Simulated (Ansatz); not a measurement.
Process, species as SMILES: C=C=O + 4 [H][H] (H2) → 2 C (CH4) + O (H2O)
B3LYP-D3(BJ)/def2-TZVP geometries, fixed; electronic energies without zero-point terms.

Basis-set convergence of the energy of full hydrogenation at PBE with Ansatz (a first-principles code). All functions are spherical. The program fits the integrals of some runs and decomposes those of others, by size. No added dispersion term, no relativity. Functions are those of the species that has most. Reference: the value in aug-pcseg-3, -97.78 kcal/mol, itself unsure by roughly 0.17 kcal/mol (its mean distance from aug-cc-pVQZ, cc-pV5Z, def2-QZVPPD). Deviations are taken from unrounded values.

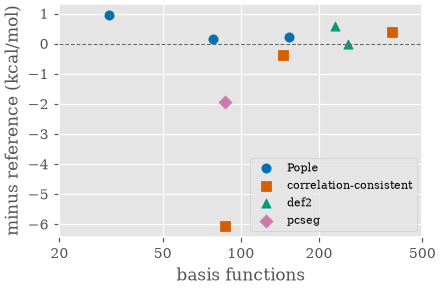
Fig. 1. Deviation from the reference against the number of basis functions, by family of sets.

```json
[
 {"basis": "6-31G", "functions": "31", "energy of full hydrogenation (kcal/mol)": "-96.81", "minus reference (kcal/mol)": "0.96"},
 {"basis": "6-311+G**", "functions": "78", "energy of full hydrogenation (kcal/mol)": "-97.61", "minus reference (kcal/mol)": "0.17"},
 {"basis": "aug-cc-pVDZ", "functions": "87", "energy of full hydrogenation (kcal/mol)": "-103.85", "minus reference (kcal/mol)": "-6.07"},
 {"basis": "aug-pcseg-1", "functions": "87", "energy of full hydrogenation (kcal/mol)": "-99.71", "minus reference (kcal/mol)": "-1.93"},
 {"basis": "jun-cc-pV(T+d)Z", "functions": "145", "energy of full hydrogenation (kcal/mol)": "-98.16", "minus reference (kcal/mol)": "-0.38"},
 {"basis": "6-311++G(3df,3pd)", "functions": "153", "energy of full hydrogenation (kcal/mol)": "-97.55", "minus reference (kcal/mol)": "0.23"},
 {"basis": "def2-QZVPP", "functions": "231", "energy of full hydrogenation (kcal/mol)": "-97.19", "minus reference (kcal/mol)": "0.59"},
 {"basis": "def2-QZVPPD", "functions": "258", "energy of full hydrogenation (kcal/mol)": "-97.80", "minus reference (kcal/mol)": "-0.02"},
 {"basis": "cc-pV5Z", "functions": "383", "energy of full hydrogenation (kcal/mol)": "-97.39", "minus reference (kcal/mol)": "0.39"}
]
```
